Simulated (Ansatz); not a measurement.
**Fields on a plane of BN (zinc blende)**

```
CELL_PARAMETERS angstrom
      0.00000     1.80443     1.80443
      1.80443     0.00000     1.80443
      1.80443     1.80443     0.00000
ATOMIC_POSITIONS crystal
  N  0.75000 0.75000 0.75000
  B  0.00000 0.00000 0.00000
```

The slice is a {100} plane (indices of the conventional cell) through the point (0.000, 0.000, 0.000) (fractional), spanned by u = [100] and v = [0 1 -1] in vectors of this cell: u (2.55 Å) and v (2.55 Å, at 90° to u). It covers one period; positions are fractions (u, v).

Atoms on it: B at (0.00, 0.00). Other atoms lie within 1 Å of the plane.

All values below come from r2SCAN (plane waves to 500 eV, PAW, scalar-relativistic; Ansatz, a first-principles code). k mesh 16×16×16. Inside the PAW spheres the values are not all-electron values, and peaks at nuclei hang on which shells count as valence. BN was relaxed with its symmetry unable to fall. The PAW data are Ansatz's earlier set.

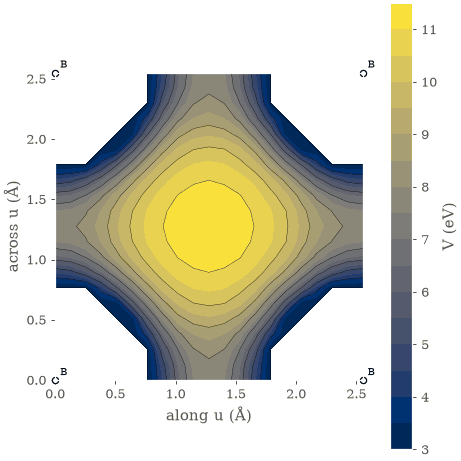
Electrostatic potential energy of an electron, from the cell's mean, in eV, one period of the plane, atoms marked. Points within 0.7 Å of a nucleus are left white, as the pseudised field means little there. Values under 3 eV are set to 3. The zero, the cell's mean, hangs on the PAW cores.

| v \ u | 0.00 | 0.15 | 0.30 | 0.45 | 0.60 | 0.75 | 0.90 |
|---|---|---|---|---|---|---|---|
| 0.90 | -0.3 | -0.2 | -0.2 | -0.3 | -0.3 | -0.2 | -0.2 |
| 0.75 | -0.1 | -0.3 | -0.5 | -0.6 | -0.6 | -0.4 | -0.2 |
| 0.60 | -0.2 | -0.4 | -0.7 | -1.0 | -0.9 | -0.6 | -0.3 |
| 0.45 | -0.2 | -0.4 | -0.7 | -1.0 | -1.0 | -0.6 | -0.3 |
| 0.30 | -0.2 | -0.3 | -0.6 | -0.7 | -0.7 | -0.5 | -0.2 |
| 0.15 | -0.2 | -0.2 | -0.3 | -0.4 | -0.4 | -0.3 | -0.2 |
| 0.00 | -0.5 | -0.2 | -0.2 | -0.2 | -0.2 | -0.1 | -0.3 |

Values: log₁₀ of the valence density in e/Å³. The scale is logarithmic, as a density can span decades between atoms and voids.
